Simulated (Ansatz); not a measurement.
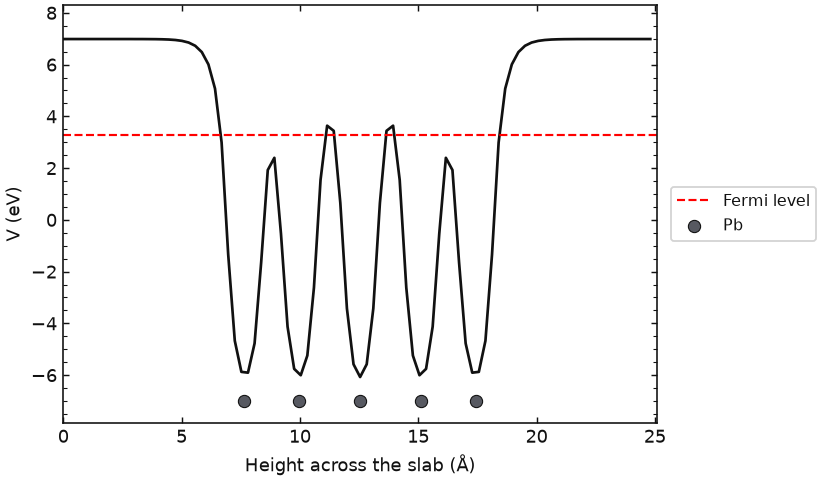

Plane-averaged electrostatic potential energy of an electron across the slab; circles at the bottom mark the heights of the atoms (positions after relaxation).

System: a (100) slab cut from Pb (Fm-3m), 5 atoms in the cell.

Computed with Ansatz 0.2.0: DFT PBE, scalar-relativistic, plane waves, PAW, no spin polarisation, 10×10×1 k mesh, 420 eV cutoff, Gaussian smearing of 0.1 eV.

Read off the work function of each face.

Answer. The work function is 3.69 eV, the same on both faces. The two vacuum levels agree, so the slab has no net dipole along its normal.

How thick are slab and vacuum?

Answer. The outermost atoms are 9.8 Å apart, which leaves 15.3 Å of vacuum in a cell 25.1 Å high.

Spin-orbit coupling is left out, which matters for Pb.
